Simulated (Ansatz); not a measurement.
AsH$_{5}$Si···C$_{2}$H$_{6}$

```yaml
atoms:
  - { symbol: Si, position_ang: [-1.3029, -0.0467, 1.1992] }
  - { symbol: C, position_ang: [1.0392, 0.0355, -0.9697] }
  - { symbol: C, position_ang: [0.2309, 0.5279, -2.1644] }
  - { symbol: H, position_ang: [-1.7484, -0.7263, -0.0343] }
  - { symbol: H, position_ang: [-0.8496, 1.3236, 0.8859] }
  - { symbol: H, position_ang: [-2.4859, 0.0615, 2.0876] }
  - { symbol: H, position_ang: [0.5931, -0.8262, -0.4966] }
  - { symbol: As, position_ang: [0.3333, -1.3274, 2.2511] }
  - { symbol: H, position_ang: [1.1805, 0.8215, -0.2291] }
  - { symbol: H, position_ang: [2.0365, -0.2795, -1.2873] }
  - { symbol: H, position_ang: [0.7561, 1.3285, -2.6889] }
  - { symbol: H, position_ang: [-0.7437, 0.9167, -1.8667] }
  - { symbol: H, position_ang: [0.0589, -0.2776, -2.8815] }
  - { symbol: H, position_ang: [-0.3403, -1.3585, 3.6010] }
  - { symbol: H, position_ang: [1.2422, -0.1731, 2.5935] }
```

Not at a stationary point (largest force 1.2 eV/Å).

The calculation used RHF/def2-SVP in Ansatz.

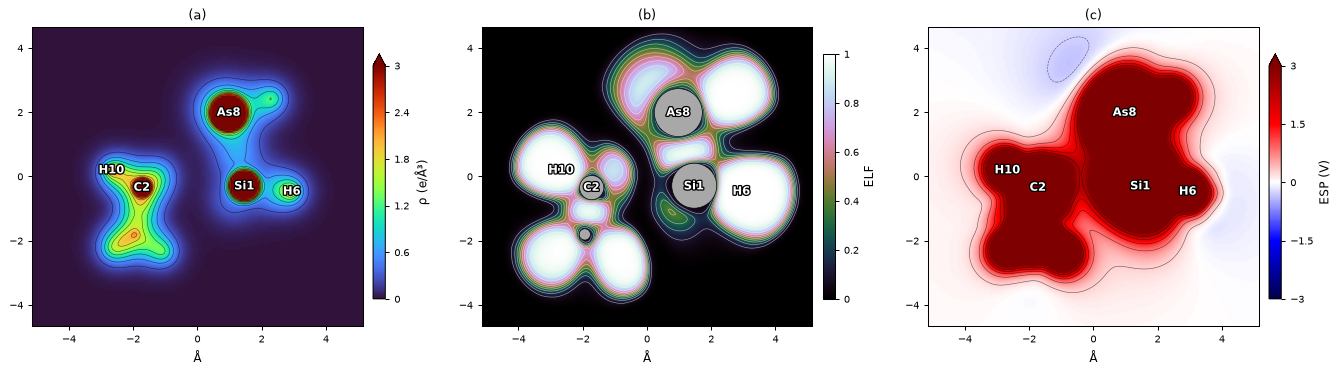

Figure 1. (a) electron density; (b) electron localisation function; (c) electrostatic potential on the plane of atoms H6, Si1 and As8. Grey discs cover the atomic cores in the ELF map.

> Read the bonding off the picture.

- Atoms in the plane: Si, C, H and As.
- Si–As (2.33 Å): ρ is about 0.71 e/Å³ halfway; the ELF peaks at about 0.95 between the atoms (a shared electron pair).
- C–H (1.09 Å): the density is about 1.9 e/Å³ at the midpoint; the ELF climbs to about 1 towards the hydrogen, as it does in any bond to H; an ordinary covalent bond to hydrogen.
- Si–H (1.48 Å): ρ at the midpoint is about 0.76 e/Å³; the ELF climbs to about 1 towards the hydrogen.
- The ELF also peaks beside As8, away from the bonds: lone-pair regions.
- Outside the dense part of the complex the potential is most negative (−0.4 V) near As8.

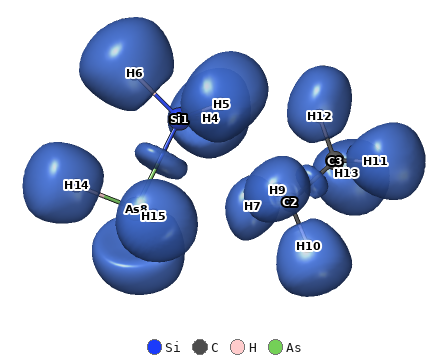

Figure 2. Isosurface of the electron localisation function at 0.85 (blue), seen at a tilt. Core shells and regions of very low density are left out.

> What do the ELF domains correspond to?

The surface consists of one region between bonded As–Si atoms (shared pairs), one region between bonded C–C atoms (shared pairs), eleven regions around hydrogen nuclei and one lobe on As, pointing away from the bonds (lone pairs). Along the contacts the grid gives the following. Si1···H7 (2.66 Å): the ELF dips to about 0.05 between them. C–C (1.52 Å): the ELF peaks at about 1 between the atoms, as expected for a covalent bond.

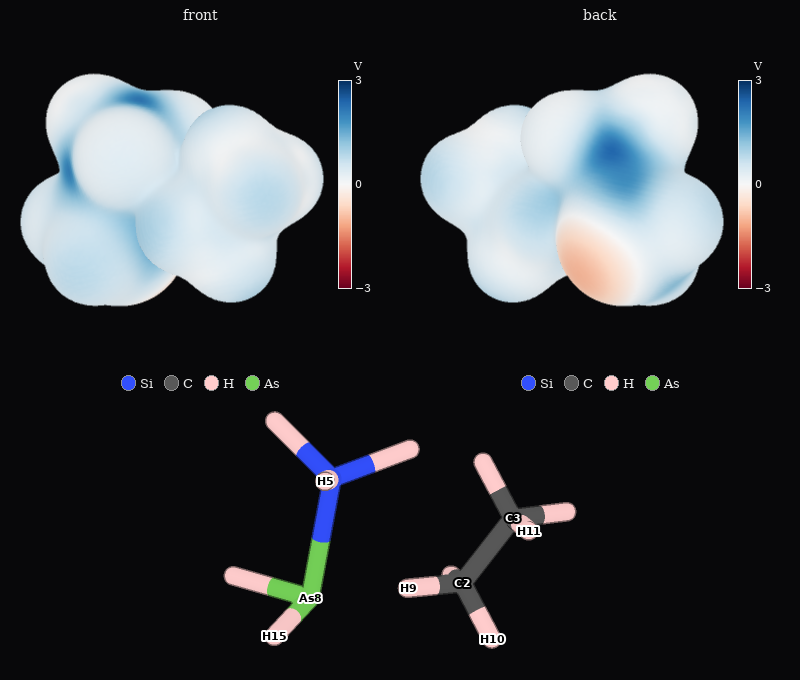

Figure 3. The electrostatic potential painted on the density surface at 0.004 e/bohr³, seen from the front and from behind; red is negative and blue positive. The bare structure is drawn below in the same view.

> Describe the electrostatic potential map.

The most negative region (about −0.9 V) lies over As8, the most positive (about +2.1 V) over Si1.
